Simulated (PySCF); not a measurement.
## A study: CH₃BrI, charge −1, SMILES `[Br-].CI`

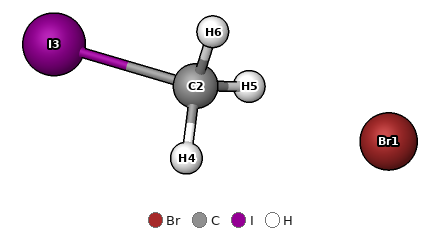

The molecule, with its atoms numbered as below. The pair's geometry is semi-empirical, so its contact may be too short or too long.

Geometry (Å), atoms numbered from 1:

```
Br1      3.1003    0.0010   -0.0001
C2       0.1097   -0.0084    0.0007
I3      -2.0840    0.0009   -0.0001
H4       0.4250   -0.7087    0.7571
H5       0.4268   -0.3155   -0.9826
H6       0.4320    0.9947    0.2277
```

Part 1: Bonding charge

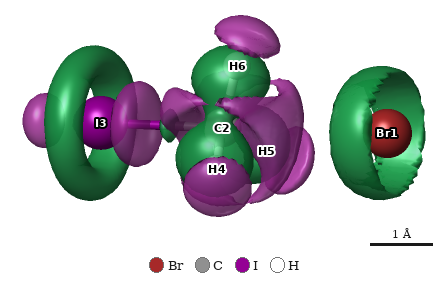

Deformation density (molecule less spherical, spin-averaged free atoms at the same positions), surfaces at ±0.04 e/Å³; green: gain, purple: loss.

PySCF calculation, r2SCAN/def2-SVPD, gas phase; geometry: GFN2-xTB. Core potentials replace the inner electrons of I; spin–orbit coupling isn't included.

How much density has each bond gained at its critical point, relative to the free atoms?

Answer. C2–H6, C2–H5 and C2–H4: +0.73 e/Å³ at the bond critical point (bond length 1.08 Å). C2–I3: +0.06 e/Å³ at the bond critical point (bond length 2.19 Å). In all, 2.0 electrons gather in the regions of gain relative to the promolecule of neutral atoms (this includes the anion's extra charge). A small or negative value marks a very polar bond, one between electron-rich atoms, whose free-atom densities already overlap strongly, a long bond to a heavier atom, or a closed-shell contact such as a hydrogen bond.

Part 2: Local ionisation energy

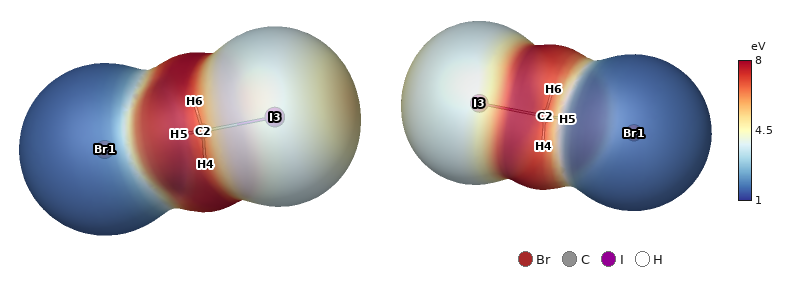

Average local ionisation energy on the surface of electron density 0.001 a.u. (back view left, front view right).

Where are the most loosely bound electrons on this surface?

Answer. The lowest value is 1.6 eV, 2.4 Å from Br1, and at like points elsewhere. Further minima include 3.6 eV, 2.5 Å from I3, and at like points elsewhere. For comparison, the highest occupied orbital lies at −1.1 eV.

What volume does the surface enclose?

Answer. About 139 Å³.

Part 3: Binding density

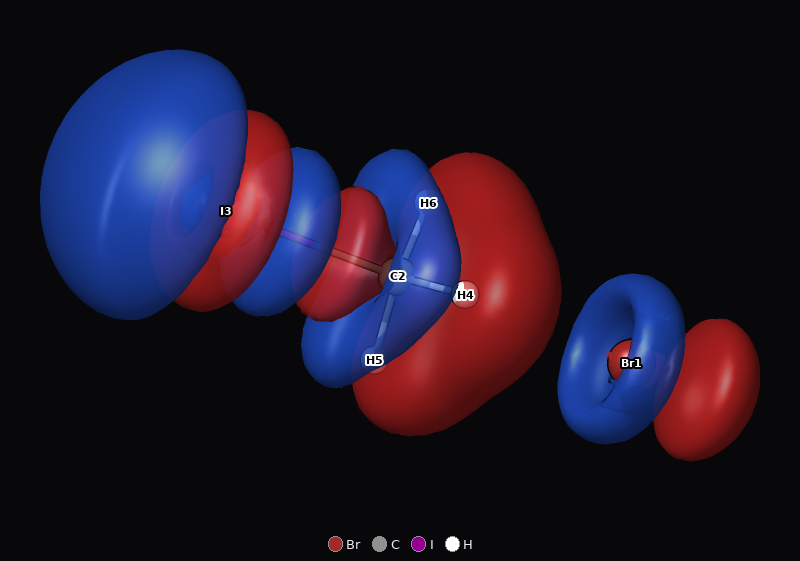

Density of the complex less the densities of the two fragments at the same geometry, ±0.005 e/Å³ (blue: gain, red: loss). Fragment A: Br(−1) (atom 1); fragment B: H3CI.

Level of theory: r2SCAN/def2-SVPD (PySCF), at a geometry from GFN2-xTB. Core potentials replace the inner electrons of I; spin–orbit coupling isn't included.

How is the density rearranged on binding?

Answer. Hirshfeld charges show 0.068 e passing from A to B. By Hirshfeld charges, electrons gather most on I3 (−0.166 e) and leave Br1 most (+0.068 e); 0.26 e is displaced in all.

What is the interaction energy, and which contacts carry it?

Answer. The counterpoise-corrected interaction energy of the frozen fragments is −10.9 kcal/mol without dispersion correction and −11.3 kcal/mol with D3(BJ). The pair geometry is semi-empirical, not a minimum at this level. Contacts: Br1···C2, 2.99 Å, ρ = 0.017 a.u. The pose is a local one from a semi-empirical search, not shown to be the most stable.
